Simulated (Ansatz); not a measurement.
Start from CdS in the zinc blende structure (space group F-43m, No. 216; a = 5.824 Å).

Modification: the cell is scaled by 1.0591 in all directions, atoms relaxed at fixed cell.

Calculations: plane-wave PAW DFT at the PBEsol level (Ansatz, a quantum-chemistry and plane-wave program, 420 eV), spin-orbit coupling left out.

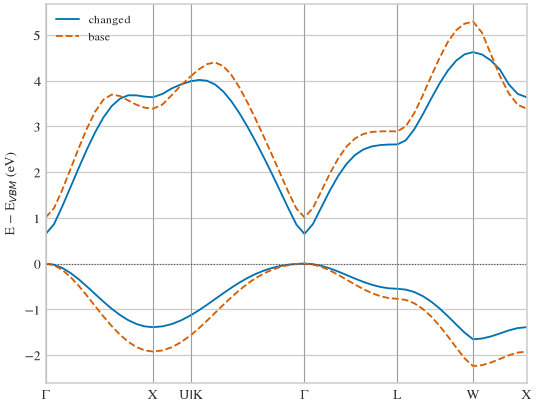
Figure: Highest valence and lowest conduction band along the path, each from its own valence-band maximum

Task: Read the changed gap and its character from the plot.

Result: About 0.6 eV, direct at Γ.

The cells carry an imposed strain or load. Stability against distortions was not tested.
